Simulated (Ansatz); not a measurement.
**Geometry relaxation of TaNH$_{4}$Cl$_{2}$F$_{2}$ (part 3 of 3)**

The same run, continued: TaNH$_{4}$Cl$_{2}$F$_{2}$; RHF/def2-SVP (Ansatz 0.2.0). It belongs to a series of runs on one base structure; here: end point A relaxed.

Geometry of the input (Å):
```
Ta -0.2422  0.1088  -0.1161
F  1.5729  0.6794  -0.2615
F  0.2700  -1.0659  1.2437
N  -0.1282  -0.1944  -2.0346
H  -0.8466  -0.5936  -2.6106
H  0.7205  -0.0234  -2.5453
Cl -0.9969  2.2131  0.4738
Cl -2.3709  -0.8990  -0.1719
H  1.9077  -1.9154  -0.6961
H  2.2638  -1.3106  -0.5897
```

**Trajectory as extended XYZ, continued**
```
10
Properties=species:S:1:pos:R:3:forces:R:3 step=29 energy=-33491.83447
Ta   -0.5915    0.2647   -0.0495   -0.0086  -0.0218   0.0034
F     1.2804    0.4512   -0.0109   -0.0027  -0.0054  -0.0018
F    -0.4421   -0.9807    1.3324    0.0040   0.0057  -0.0021
N    -0.3430   -0.2757   -1.8978    0.0235   0.0037  -0.0246
H    -1.0700   -0.5696   -2.5255    0.0241   0.0011   0.0185
H     0.5718   -0.3217   -2.3159   -0.0511   0.0061   0.0184
Cl   -0.9053    2.5287    0.3610   -0.0077  -0.0111  -0.0088
Cl   -2.8899   -0.2229   -0.2680    0.0183   0.0199  -0.0026
H     3.3316   -2.2581   -1.1514   -0.0155   0.0968   0.0517
H     3.2081   -1.6169   -0.7825    0.0156  -0.0950  -0.0521
10
Properties=species:S:1:pos:R:3:forces:R:3 step=30 energy=-33491.83366 accepted=F
Ta   -0.6004    0.2582   -0.0427   -0.0056   0.0134  -0.0309
F     1.2761    0.4085    0.0047   -0.0523   0.0225   0.0083
F    -0.4820   -0.9869    1.3438   -0.0213   0.0214  -0.0266
N    -0.3502   -0.2887   -1.8891    0.0169  -0.0115  -0.0099
H    -1.0780   -0.5786   -2.5179    0.0258   0.0147   0.0169
H     0.5657   -0.3429   -2.3050   -0.0647  -0.0042   0.0323
Cl   -0.8895    2.5303    0.3470    0.0483  -0.0301   0.0050
Cl   -2.9111   -0.1653   -0.2777    0.0528  -0.0284   0.0052
H     3.3927   -2.2312   -1.1770   -0.0468   0.1865   0.1098
H     3.2268   -1.6043   -0.7944    0.0469  -0.1844  -0.1100
10
Properties=species:S:1:pos:R:3:forces:R:3 step=31 energy=-33491.83481
Ta   -0.5932    0.2604   -0.0465    0.0053   0.0179  -0.0276
F     1.2793    0.4421   -0.0070   -0.0012  -0.0058  -0.0010
F    -0.4485   -0.9849    1.3360   -0.0120  -0.0032   0.0026
N    -0.3451   -0.2779   -1.8950    0.0166  -0.0104  -0.0109
H    -1.0715   -0.5761   -2.5212    0.0149   0.0063   0.0095
H     0.5690   -0.3206   -2.3143   -0.0297   0.0000   0.0128
Cl   -0.8972    2.5273    0.3539   -0.0045  -0.0063   0.0044
Cl   -2.8939   -0.2084   -0.2735    0.0102  -0.0004   0.0107
H     3.3449   -2.2472   -1.1591   -0.0092   0.0547   0.0292
H     3.2063   -1.6157   -0.7817    0.0096  -0.0527  -0.0297
10
Properties=species:S:1:pos:R:3:forces:R:3 step=32 energy=-33491.83501
Ta   -0.5963    0.2597   -0.0464   -0.0088   0.0149  -0.0038
F     1.2778    0.4237   -0.0014   -0.0026   0.0034   0.0041
F    -0.4688   -0.9842    1.3391   -0.0001  -0.0035   0.0003
N    -0.3472   -0.2838   -1.8932    0.0027  -0.0106  -0.0113
H    -1.0742   -0.5777   -2.5206    0.0109   0.0057   0.0047
H     0.5674   -0.3343   -2.3100   -0.0235  -0.0015   0.0102
Cl   -0.8889    2.5283    0.3516    0.0133  -0.0014   0.0012
Cl   -2.9009   -0.1885   -0.2726    0.0075  -0.0089  -0.0050
H     3.3708   -2.2322   -1.1711   -0.0119   0.0544   0.0309
H     3.2103   -1.6120   -0.7836    0.0124  -0.0523  -0.0314
10
Properties=species:S:1:pos:R:3:forces:R:3 step=33 energy=-33491.83518
Ta   -0.6015    0.2590   -0.0446    0.0002   0.0046   0.0010
F     1.2744    0.4033    0.0065   -0.0143   0.0002   0.0022
F    -0.4917   -0.9838    1.3438    0.0011   0.0050  -0.0062
N    -0.3522   -0.2909   -1.8894    0.0078  -0.0071  -0.0102
H    -1.0803   -0.5784   -2.5184    0.0103   0.0046   0.0049
H     0.5630   -0.3515   -2.3035   -0.0220  -0.0006   0.0102
Cl   -0.8709    2.5316    0.3486    0.0081  -0.0079  -0.0003
Cl   -2.9089   -0.1699   -0.2796    0.0081  -0.0012  -0.0011
H     3.4023   -2.2137   -1.1852   -0.0259   0.0893   0.0560
H     3.2159   -1.6065   -0.7864    0.0265  -0.0871  -0.0565
10
Properties=species:S:1:pos:R:3:forces:R:3 step=34 energy=-33491.83531
Ta   -0.6025    0.2582   -0.0443    0.0039   0.0030   0.0055
F     1.2737    0.3964    0.0085   -0.0113  -0.0009   0.0008
F    -0.4976   -0.9840    1.3450   -0.0002   0.0043  -0.0060
N    -0.3534   -0.2938   -1.8885    0.0043  -0.0047  -0.0062
H    -1.0818   -0.5788   -2.5181    0.0055   0.0023   0.0016
H     0.5618   -0.3577   -2.3016   -0.0109  -0.0009   0.0055
Cl   -0.8638    2.5317    0.3479    0.0051  -0.0049  -0.0005
Cl   -2.9107   -0.1639   -0.2818    0.0029  -0.0005   0.0000
H     3.4101   -2.2044   -1.1900   -0.0230   0.0741   0.0478
H     3.2143   -1.6047   -0.7853    0.0238  -0.0719  -0.0484
10
Properties=species:S:1:pos:R:3:forces:R:3 step=35 energy=-33491.83558
Ta   -0.6054    0.2556   -0.0435    0.0109  -0.0036   0.0098
F     1.2719    0.3756    0.0142   -0.0058  -0.0019   0.0003
F    -0.5152   -0.9855    1.3478   -0.0016   0.0043  -0.0049
N    -0.3564   -0.3021   -1.8858   -0.0065   0.0014   0.0055
H    -1.0854   -0.5793   -2.5177   -0.0048  -0.0028  -0.0050
H     0.5590   -0.3765   -2.2955    0.0115  -0.0012  -0.0042
Cl   -0.8439    2.5320    0.3451   -0.0001   0.0002  -0.0005
Cl   -2.9161   -0.1458   -0.2864   -0.0050   0.0017   0.0000
H     3.4288   -2.1786   -1.2021   -0.0141   0.0400   0.0275
H     3.2129   -1.5964   -0.7843    0.0154  -0.0380  -0.0285
10
Properties=species:S:1:pos:R:3:forces:R:3 step=36 energy=-33491.83579
Ta   -0.6117    0.2505   -0.0411    0.0184  -0.0114   0.0201
F     1.2679    0.3321    0.0276   -0.0225   0.0021   0.0002
F    -0.5538   -0.9883    1.3546   -0.0050   0.0149  -0.0168
N    -0.3625   -0.3189   -1.8799   -0.0080   0.0055   0.0111
H    -1.0930   -0.5818   -2.5161   -0.0061  -0.0041  -0.0053
H     0.5539   -0.4143   -2.2829    0.0122  -0.0011  -0.0052
Cl   -0.8081    2.5326    0.3392    0.0055  -0.0073  -0.0024
Cl   -2.9290   -0.1040   -0.2961    0.0032   0.0001  -0.0002
H     3.4685   -2.1314   -1.2259   -0.0322   0.0713   0.0568
H     3.2180   -1.5773   -0.7876    0.0344  -0.0699  -0.0584
10
Properties=species:S:1:pos:R:3:forces:R:3 step=37 energy=-33491.83585
Ta   -0.6161    0.2492   -0.0401    0.0284  -0.0123   0.0228
F     1.2637    0.3188    0.0348   -0.0220  -0.0126  -0.0009
F    -0.5722   -0.9884    1.3570    0.0035   0.0149  -0.0146
N    -0.3654   -0.3244   -1.8774    0.0001   0.0017   0.0040
H    -1.0958   -0.5843   -2.5152   -0.0008  -0.0032  -0.0018
H     0.5519   -0.4269   -2.2773    0.0005   0.0018  -0.0022
Cl   -0.7889    2.5337    0.3368   -0.0157  -0.0065  -0.0038
Cl   -2.9348   -0.0929   -0.3000    0.0040   0.0147  -0.0018
H     3.4842   -2.1154   -1.2351   -0.0310   0.0641   0.0528
H     3.2234   -1.5704   -0.7916    0.0331  -0.0627  -0.0544
10
Properties=species:S:1:pos:R:3:forces:R:3 step=38 energy=-33491.83619
Ta   -0.6226    0.2451   -0.0358    0.0110   0.0076   0.0066
F     1.2574    0.2889    0.0511   -0.0189  -0.0100  -0.0011
F    -0.6076   -0.9893    1.3645    0.0026   0.0079  -0.0092
N    -0.3704   -0.3361   -1.8703    0.0243  -0.0143  -0.0162
H    -1.1010   -0.5921   -2.5100    0.0133   0.0068   0.0064
H     0.5481   -0.4482   -2.2664   -0.0321   0.0005   0.0104
Cl   -0.7676    2.5333    0.3292   -0.0034  -0.0001   0.0032
Cl   -2.9452   -0.0560   -0.3108    0.0014  -0.0001   0.0015
H     3.5194   -2.0876   -1.2552   -0.0255   0.0466   0.0403
H     3.2397   -1.5590   -0.8045    0.0274  -0.0449  -0.0418
10
Properties=species:S:1:pos:R:3:forces:R:3 step=39 energy=-33491.83634
Ta   -0.6366    0.2435   -0.0313   -0.0046  -0.0432   0.0628
F     1.2436    0.2258    0.0798   -0.0572   0.0125   0.0002
F    -0.6799   -0.9818    1.3777    0.0161   0.0367  -0.0400
N    -0.3785   -0.3629   -1.8569    0.0379   0.0005  -0.0463
H    -1.1090   -0.5978   -2.5054    0.0322   0.0064   0.0190
H     0.5422   -0.5038   -2.2413   -0.0777   0.0030   0.0274
Cl   -0.7271    2.5368    0.3250    0.0200  -0.0201  -0.0109
Cl   -2.9656    0.0071   -0.3292    0.0324   0.0023  -0.0111
H     3.5830   -2.0367   -1.2933   -0.0246   0.0395   0.0355
H     3.2780   -1.5309   -0.8333    0.0255  -0.0376  -0.0365
10
Properties=species:S:1:pos:R:3:forces:R:3 step=40 energy=-33491.83665
Ta   -0.6412    0.2408   -0.0271    0.0213  -0.0211   0.0151
F     1.2388    0.2176    0.0864   -0.0535   0.0012  -0.0037
F    -0.6884   -0.9839    1.3821   -0.0072   0.0338  -0.0347
N    -0.3821   -0.3652   -1.8528    0.0470  -0.0143  -0.0342
H    -1.1124   -0.5976   -2.5024    0.0309   0.0085   0.0190
H     0.5385   -0.5138   -2.2341   -0.0710   0.0075   0.0249
Cl   -0.7145    2.5360    0.3203    0.0033  -0.0184   0.0003
Cl   -2.9693    0.0180   -0.3409    0.0287   0.0007   0.0140
H     3.5940   -2.0280   -1.3001   -0.0170   0.0266   0.0237
H     3.2866   -1.5249   -0.8395    0.0174  -0.0245  -0.0244
10
Properties=species:S:1:pos:R:3:forces:R:3 step=41 energy=-33491.83681
Ta   -0.6420    0.2402   -0.0278    0.0227  -0.0057   0.0161
F     1.2373    0.2182    0.0868   -0.0322  -0.0050   0.0000
F    -0.6896   -0.9834    1.3818   -0.0025   0.0193  -0.0220
N    -0.3809   -0.3650   -1.8533    0.0276  -0.0163  -0.0253
H    -1.1103   -0.5969   -2.5037    0.0216   0.0052   0.0113
H     0.5396   -0.5157   -2.2329   -0.0511   0.0074   0.0163
Cl   -0.7132    2.5349    0.3197   -0.0015  -0.0070   0.0007
Cl   -2.9697    0.0179   -0.3380    0.0151   0.0000   0.0037
H     3.5916   -2.0281   -1.3002   -0.0079   0.0123   0.0103
H     3.2873   -1.5230   -0.8406    0.0083  -0.0102  -0.0111
10
Properties=species:S:1:pos:R:3:forces:R:3 step=42 energy=-33491.83682
Ta   -0.6418    0.2401   -0.0279    0.0211  -0.0063   0.0195
F     1.2375    0.2184    0.0875   -0.0331  -0.0059  -0.0019
F    -0.6896   -0.9838    1.3814   -0.0019   0.0196  -0.0222
N    -0.3814   -0.3648   -1.8535    0.0281  -0.0214  -0.0400
H    -1.1106   -0.5964   -2.5042    0.0126   0.0069   0.0167
H     0.5381   -0.5164   -2.2348   -0.0410   0.0105   0.0243
Cl   -0.7131    2.5348    0.3196   -0.0014  -0.0056   0.0009
Cl   -2.9697    0.0183   -0.3371    0.0153   0.0002   0.0035
H     3.5917   -2.0279   -1.3001   -0.0064   0.0101   0.0086
H     3.2891   -1.5232   -0.8391    0.0067  -0.0080  -0.0094
10
Properties=species:S:1:pos:R:3:forces:R:3 step=43 energy=-33491.83704
Ta   -0.6470    0.2382   -0.0256    0.0192  -0.0030   0.0156
F     1.2309    0.1946    0.0994   -0.0189  -0.0021   0.0013
F    -0.7159   -0.9806    1.3869    0.0004   0.0110  -0.0125
N    -0.3828   -0.3744   -1.8481    0.0117  -0.0118  -0.0210
H    -1.1110   -0.5982   -2.5025    0.0100   0.0017   0.0072
H     0.5371   -0.5369   -2.2228   -0.0268   0.0058   0.0117
Cl   -0.6957    2.5342    0.3156    0.0008  -0.0032   0.0007
Cl   -2.9749    0.0397   -0.3450    0.0038  -0.0003  -0.0022
H     3.6073   -2.0094   -1.3140    0.0044  -0.0069  -0.0080
H     3.3020   -1.5080   -0.8522   -0.0045   0.0089   0.0073
```

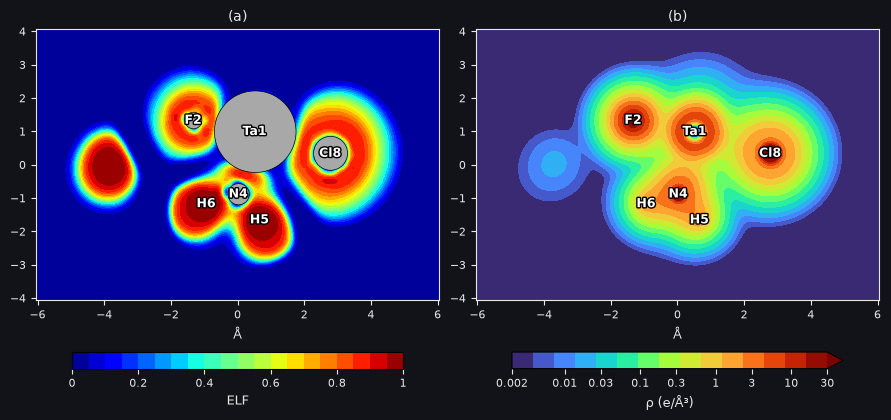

Figure 1. (a) electron localisation function; (b) total electron density on the plane of atoms F2, Ta1 and N4. Grey discs, where drawn, cover atomic cores. The section cuts through Ta, F, N, H and Cl sites. Ta–F (1.88 Å): ρ at the midpoint is about 1 e/Å³; the ELF peaks at about 0.85 in the valence shell of F, 0.5 Å from its nucleus, and drops to about 0.25 between the two atoms.

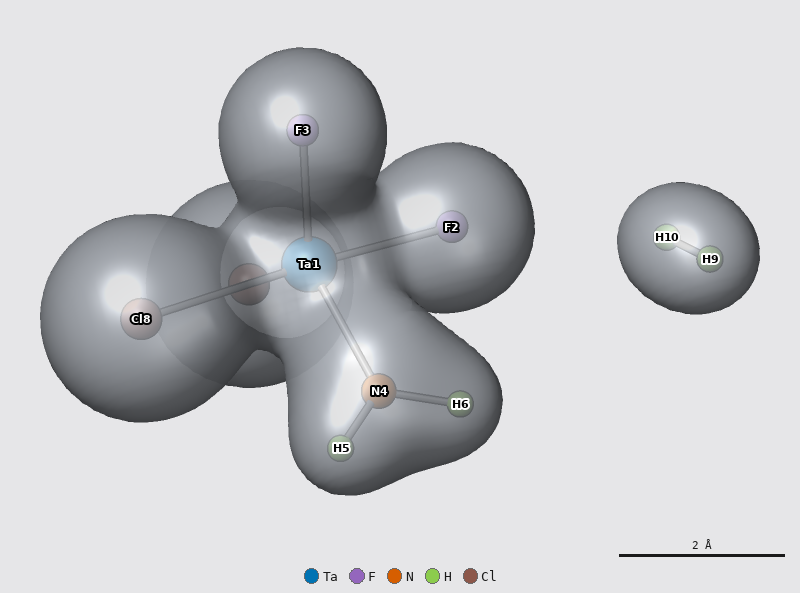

Figure 2. Isosurface of the total electron density at 0.2 e/Å³ (grey), seen at a tilt. At this value the surface falls into two separate pieces. It is pinched off along the F···H (2.84 Å) contacts. On the grid the lowest density along these lines, outside the cores, is 0.02 e/Å³ (F···H, 2.84 Å), 0.96 e/Å³ (Ta–F, 1.87 Å), 1.1 e/Å³ (Ta–N, 1.94 Å) and 0.65 e/Å³ (Ta–Cl, 2.32 Å).

**Summary**

| quantity | value |
| --- | --- |
| outcome | converged |
| total energy | −33491.8370 eV |
| mean-field energy | −33491.8370 eV |
| largest force (length of the vector) at the end | 0.030 eV/Å |
| hardware | 2 threads of Intel Xeon @ 2.90GHz (Ice Lake), 192 GiB of memory available, shared host |
| wall time | 2.7 min (CPU time 5.1 min) |
| peak memory | 0.34 GiB |
